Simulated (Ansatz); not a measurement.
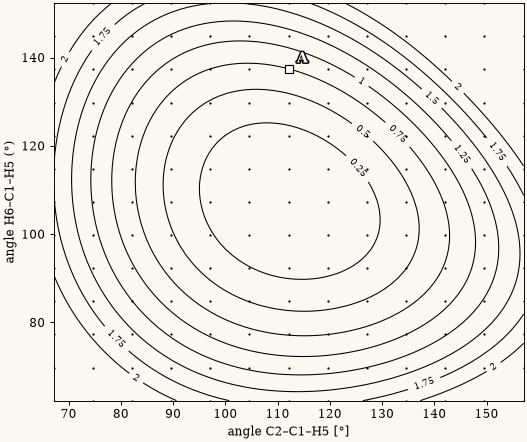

C₂H₄F, SMILES C[CH]F, spin multiplicity 2. First axis: angle C2–C1–H5. Second axis: angle H6–C1–H5. Nothing is relaxed (all other coordinates rigid). The scan uses a 13 × 13 grid. All energies are given in eV relative to the relaxed molecule at the same level. Method: Ansatz 0.2.0, UKS PBE0-D4/def2-TZVP.

Drawn: contour lines labelled in eV (none above 2), dots at the grid points, the point A. Between grid points the surface is interpolated.

Question: Is A at rest? If not, where is it pushed?

Answer: A, at angle C2–C1–H5 = 112.1°, angle H6–C1–H5 = 137.3°, is not a stationary point. The computed force is 0.015 eV for each degree towards smaller values of angle C2–C1–H5 and 0.049 eV for each degree towards smaller values of angle H6–C1–H5.
